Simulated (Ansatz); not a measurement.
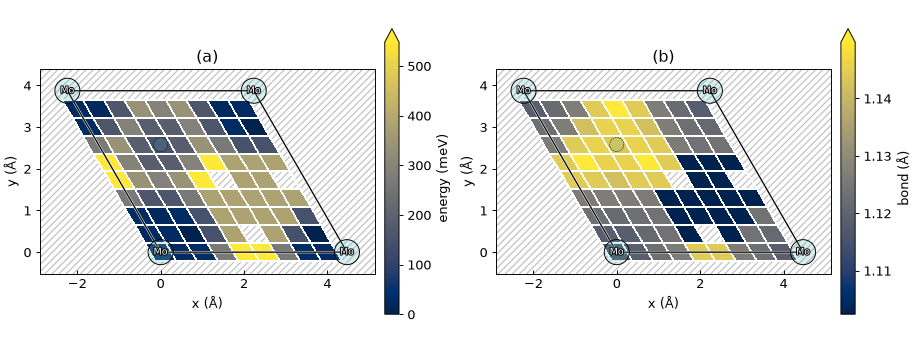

N₂ on a Mo(111) slab cut from the Im-3m phase, its upper half relaxed before the scan (6 atoms of substrate and one adsorbate in a 1 × 1 cell). N2 is moved over the surface cell; relaxed at each place: the height of the adsorbate's atoms; substrate rigid; the origin of the map has the adsorbate above Mo6. Places are given modulo a cell vector. The map is drawn in real space over the plane of the surface. The scan uses a 9 × 9 grid; 18 points were computed and 60 follow by symmetry. At 3 points there is no value. Energies are in meV, from the lowest grid point. The relaxed height changes by up to 2.6 Å between neighbouring points. With one adsorbate in each 1 × 1 cell, its nearest image is 4.5 Å away, so neighbouring adsorbates interact. These are results of DFT PBE, scalar-relativistic, plane waves, PAW in Ansatz 0.2.0, not measurements. Settings: cutoff 420 eV, k-mesh 6×6×1, gaussian smearing 0.1 eV, no spin polarisation.

Panel (a) is the energy and panel (b) the computed bond on the same grid.

The picture shows one coloured cell a grid point, labelled circles for the atoms of the top layer and small ones for the second layer, the outline of one cell of the plane, one colour for all values above the top of the scale, hatched blanks where no value was computed.

How does the bond vary over the map, and what is it at the lowest grid point?

Answer. It runs from 1.10 Å at (5/9, 2/9) of the cell vectors to 1.15 Å at (1/9, 5/9) of the cell vectors. At the lowest grid point, (2/9, 1/9) of the cell vectors, it is 1.12 Å.

PAW datasets: the set soft_1.
